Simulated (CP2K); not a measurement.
# C3H7BO (SMILES C=CCBO): AM1

Aim: the energy difference between two shapes of C3H7BO at AM1, from 2 runs. 

Program for the calculation: CP2K 2026.2.

1 further run of the same task is left out (it didn't finish).

## Step 1: The molecule

C3H7BO has 12 atoms, charge 0, and is taken as a singlet. As SMILES, `C=CCBO`. The shape is that of a GFN2-xTB optimisation. This is one conformer, not always the lowest.

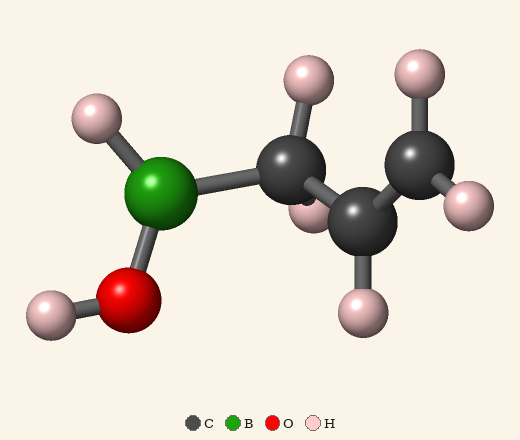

The structure, seen from a chosen angle (carbon dark grey, boron green, oxygen red, hydrogen pink).

## Step 2: Energy and forces at AM1

File molecule.inp:

```
&GLOBAL
 PROJECT_NAME molecule
 RUN_TYPE ENERGY_FORCE
 PRINT_LEVEL MEDIUM
&END GLOBAL

&FORCE_EVAL
 METHOD QUICKSTEP
 &DFT
  CHARGE 0
  MULTIPLICITY 1
  &QS
   METHOD AM1
   EPS_DEFAULT 1.0E-10
   &SE
    &COULOMB
     CUTOFF [angstrom] 50
     RC_RANGE [angstrom] 0
    &END COULOMB
    &EXCHANGE
     CUTOFF [angstrom] 50
     RC_RANGE [angstrom] 0
    &END EXCHANGE
   &END SE
  &END QS
  &POISSON
   PERIODIC NONE
   POISSON_SOLVER ANALYTIC
  &END POISSON
  &SCF
   SCF_GUESS ATOMIC
   EPS_SCF 1.0E-06
   MAX_SCF 100
   &DIAGONALIZATION
    ALGORITHM STANDARD
   &END DIAGONALIZATION
   &MIXING
    METHOD DIRECT_P_MIXING
    ALPHA 0.4
   &END MIXING
  &END SCF
  &PRINT
   &MOMENTS
    PERIODIC F
    REFERENCE COM
    MAX_MOMENT 1
   &END MOMENTS
   &MO ON
    ENERGIES T
    OCCUPATION_NUMBERS T
    NDIGITS 6
    &EACH
     QS_SCF 0
    &END EACH
    ADD_LAST NUMERIC
   &END MO
   &HIRSHFELD OFF
   &END HIRSHFELD
  &END PRINT
 &END DFT
 &SUBSYS
  # box in angstrom
  &CELL
   ABC [angstrom] 17.4 15.3 14.7
   PERIODIC NONE
  &END CELL
  &COORD
   C     -1.823860     0.867670     0.386390
   C     -0.902490     0.335410    -0.394580
   C     -0.068140    -0.854920    -0.037430
   B      1.452770    -0.422660     0.204940
   O      2.085550     0.184490    -0.797280
   H     -2.057140     0.451240     1.353110
   H     -2.386640     1.738440     0.095410
   H     -0.680340     0.778310    -1.356070
   H     -0.105970    -1.557920    -0.872650
   H     -0.491490    -1.350510     0.836100
   H      1.986100    -0.628930     1.241330
   H      2.991640     0.459370    -0.659260
  &END COORD
  &TOPOLOGY
   &CENTER_COORDINATES
   &END CENTER_COORDINATES
  &END TOPOLOGY
 &END SUBSYS
 # extra output
 &PRINT
  &FORCES ON
  &END FORCES
 &END PRINT
&END FORCE_EVAL
```

On the command line:

```
$ OMP_NUM_THREADS=1 cp2k.psmp -i molecule.inp > molecule.out 2>&1
```

The program printed:

```text
CP2K| version string:                                       CP2K version 2026.2
[...]
 GLOBAL| Method name                                                        CP2K
[...]
 GLOBAL| Run type                                                   ENERGY_FORCE
[...]
                             - Atoms:                                         12
[...]
                             - Spherical basis functions:                     27
[...]
 Number of electrons:                                                         28
[...]
     1 P_Mix/Diag. 0.40E+00    0.0     0.76189581       -23.5864382622 -2.36E+01
[...]
    17 DIIS/Diag.  0.41E-06    0.0     0.00000091       -32.0200291852 -5.20E-12
  *** SCF run converged in    17 steps ***
  Core-core repulsion energy [eV]:                           1953.29841821659534
  Core Hamiltonian energy [eV]:                             -1366.67686694499707
  Two-electron integral energy [eV]:                        -2915.86171305740254
  Electronic energy [eV]:                                   -2824.60772347369857
  Total energy [eV]:                                         -871.30930525710312
  Atomic reference energy [eV]:                               868.55335517834465
  Heat of formation [kcal/mol]:                               -63.55372364888621
[...]
 SE_DIPOLE| Moment [Debye]         -1.33383597      -0.03400630      -0.34414434
 SE_DIPOLE| Derivative [a.u.]       0.00000000       0.00000000       0.00000000
 ENERGY| Total FORCE_EVAL ( QS ) energy [hartree]            -32.020029185219066
 FORCES| Atomic forces [hartree/bohr]
 FORCES|   Atom     x               y               z               |f|
 FORCES|      1 -1.08480898E-03 -2.64177815E-03  3.78908562E-03   4.74478368E-03
 FORCES|      2  1.85157265E-02 -1.55616104E-02  2.97215578E-03   2.43686182E-02
 FORCES|      3  1.84113658E-02  3.72446246E-02 -7.56495560E-03   4.22299539E-02
 FORCES|      4 -2.27989087E-02 -7.70997998E-03 -3.62373510E-05   2.40673086E-02
 FORCES|      5 -1.42953857E-02  2.28462409E-03 -2.12569901E-02   2.57184212E-02
 FORCES|      6 -5.05081629E-03 -4.05812160E-03  1.42134175E-02   1.56205100E-02
 FORCES|      7 -9.03244606E-03  1.21384117E-02 -3.27005149E-03   1.54796433E-02
 FORCES|      8  4.71005685E-03  4.47791246E-03 -1.48688001E-02   1.62270624E-02
 FORCES|      9  5.68234979E-03 -1.11085435E-02 -1.30447665E-02   1.80514479E-02
 FORCES|     10  2.36868486E-03 -6.60804682E-03  1.73779739E-02   1.87422232E-02
 FORCES|     11  3.70824355E-03 -1.95329377E-03  6.31093470E-03   7.57590415E-03
 FORCES|     12 -1.13406158E-03 -6.50419869E-03  1.53782337E-02   1.67356138E-02
 FORCES| Sum    -3.46944695E-16  4.23272528E-16  7.11236625E-16
[...]
```

It took 0.45 s on 1 thread of Arm Neoverse N1, shared host; peak memory 0.13 GiB.

## Step 3: The distorted shape, same level

File run.inp:

```
&FORCE_EVAL
  METHOD QS
  &DFT
    CHARGE 0
    MULTIPLICITY 1
    &QS
      METHOD AM1
      EPS_DEFAULT 1.0E-10
      &SE
        &COULOMB
          CUTOFF [angstrom] 50
          RC_RANGE [angstrom] 0
        &END COULOMB
        &EXCHANGE
          CUTOFF [angstrom] 50
          RC_RANGE [angstrom] 0
        &END EXCHANGE
      &END SE
    &END QS
    &POISSON
      PERIODIC NONE
      POISSON_SOLVER ANALYTIC
    &END POISSON
    &SCF
      SCF_GUESS ATOMIC
      EPS_SCF 1.0E-06
      MAX_SCF 100
      &DIAGONALIZATION
        ALGORITHM STANDARD
      &END DIAGONALIZATION
      &MIXING
        METHOD DIRECT_P_MIXING
        ALPHA 0.4
      &END MIXING
    &END SCF
    &PRINT
      &MOMENTS
        PERIODIC F
        REFERENCE COM
        MAX_MOMENT 1
      &END MOMENTS
      &MO ON
        ENERGIES T
        OCCUPATION_NUMBERS T
        NDIGITS 6
        &EACH
          QS_SCF 0
        &END EACH
        ADD_LAST NUMERIC
      &END MO
      &HIRSHFELD OFF
      &END HIRSHFELD
    &END PRINT
  &END DFT
  &SUBSYS
    &CELL
      ABC [angstrom] 17.2 15.3 14.7
      PERIODIC NONE
    &END CELL
    &COORD
      C     -1.771595     0.858628     0.305480
      C     -0.917276     0.377721    -0.369314
      C     -0.020803    -0.834347    -0.050009
      B      1.363369    -0.420007     0.149568
      O      2.084305     0.117680    -0.817256
      H     -2.066028     0.339182     1.424630
      H     -2.345170     1.784154     0.054975
      H     -0.629294     0.755867    -1.289406
      H     -0.128140    -1.517919    -0.892279
      H     -0.433748    -1.327892     0.898453
      H      1.913529    -0.570779     1.199402
      H      2.869347     0.390297    -0.651791
    &END COORD
    &TOPOLOGY
      &CENTER_COORDINATES
      &END CENTER_COORDINATES
    &END TOPOLOGY
  &END SUBSYS
  &PRINT
    &FORCES ON
    &END FORCES
  &END PRINT
&END FORCE_EVAL
&GLOBAL
  PROJECT run
  RUN_TYPE ENERGY_FORCE
  PRINT_LEVEL MEDIUM
&END GLOBAL
```

On the command line:

```
$ OMP_NUM_THREADS=1 cp2k.psmp -i run.inp > run.out 2>&1
```

The program printed:

```text
CP2K| version string:                                       CP2K version 2026.2
[...]
 GLOBAL| Method name                                                        CP2K
[...]
 GLOBAL| Run type                                                   ENERGY_FORCE
[...]
                             - Atoms:                                         12
[...]
                             - Spherical basis functions:                     27
[...]
 Number of electrons:                                                         28
[...]
     1 P_Mix/Diag. 0.40E+00    0.0     0.74668790       -23.3822328439 -2.34E+01
[...]
    17 DIIS/Diag.  0.42E-06    0.0     0.00000084       -31.9498999708 -5.19E-12
  *** SCF run converged in    17 steps ***
  Core-core repulsion energy [eV]:                           1987.31677334621622
  Core Hamiltonian energy [eV]:                             -1368.98568288895012
  Two-electron integral energy [eV]:                        -2975.46416548308298
  Electronic energy [eV]:                                   -2856.71776563049116
  Total energy [eV]:                                         -869.40099228427539
  Atomic reference energy [eV]:                               868.55335517834465
  Heat of formation [kcal/mol]:                               -19.54697757411240
[...]
 SE_DIPOLE| Moment [Debye]         -0.61767596      -0.14428299      -0.35651562
 SE_DIPOLE| Derivative [a.u.]       0.00000000       0.00000000       0.00000000
 ENERGY| Total FORCE_EVAL ( QS ) energy [hartree]            -31.949899970810549
 FORCES| Atomic forces [hartree/bohr]
 FORCES|   Atom     x               y               z               |f|
 FORCES|      1 -2.04335891E-01  7.96250977E-02  2.11706313E-01   3.04816134E-01
 FORCES|      2  1.89355583E-01 -1.36850967E-01 -1.00550839E-01   2.54350536E-01
 FORCES|      3 -1.16665444E-01  1.00567011E-03  5.36732200E-03   1.16793174E-01
 FORCES|      4  9.02753015E-02  1.40730107E-02  4.04233303E-02   9.99085848E-02
 FORCES|      5 -1.12251375E-01 -2.45655846E-02 -6.77384929E-02   1.33387940E-01
 FORCES|      6  1.22911704E-02  3.43173806E-02 -6.29523791E-02   7.27444673E-02
 FORCES|      7  5.09450841E-04 -1.13463815E-02  7.25624572E-03   1.34778713E-02
 FORCES|      8  1.63195609E-02  2.28303068E-02 -5.52243557E-02   6.19457863E-02
 FORCES|      9  3.09592847E-03 -1.43432454E-02 -1.18627392E-02   1.88689703E-02
 FORCES|     10  1.15492377E-02  4.95791072E-03 -1.30651571E-02   1.81290954E-02
 FORCES|     11  9.62937075E-04 -1.28288016E-03  7.10209240E-03   7.28098522E-03
 FORCES|     12  1.08893540E-01  3.15796819E-02  3.95386594E-02   1.20076580E-01
 FORCES| Sum    -7.21644966E-16 -4.44089210E-16  8.32667268E-17
[...]
```

It took 0.42 s on 1 thread of Arm Neoverse N1, shared host; peak memory 0.13 GiB.

## Step 4: Summary of results

Level: AM1.

| quantity | value |
| --- | --- |
| first shape: total energy | -32.02003 Eh |
| first shape: dipole moment | 1.38 D |
| first shape: HOMO energy | -9.71 eV |
| first shape: heat of formation at this unrelaxed shape | -63.6 kcal/mol |
| first shape: largest force on an atom | 2.172 eV/Å |
| distorted shape: total energy | -31.94990 Eh |
| distorted shape: dipole moment | 0.73 D |
| distorted shape: HOMO energy | -10.40 eV |
| distorted shape: heat of formation at this unrelaxed shape | -19.5 kcal/mol |
| distorted shape: largest force on an atom | 15.674 eV/Å |
| energy change with the atoms displaced | 1.908 eV |

In words: With the atoms displaced the energy rises by 1.91 eV (44 kcal/mol). The first shape isn't relaxed at this level, so the change isn't measured from a minimum. The largest force (first shape) is 2.17 eV/Å: the shape isn't a stationary point for this species at this level.
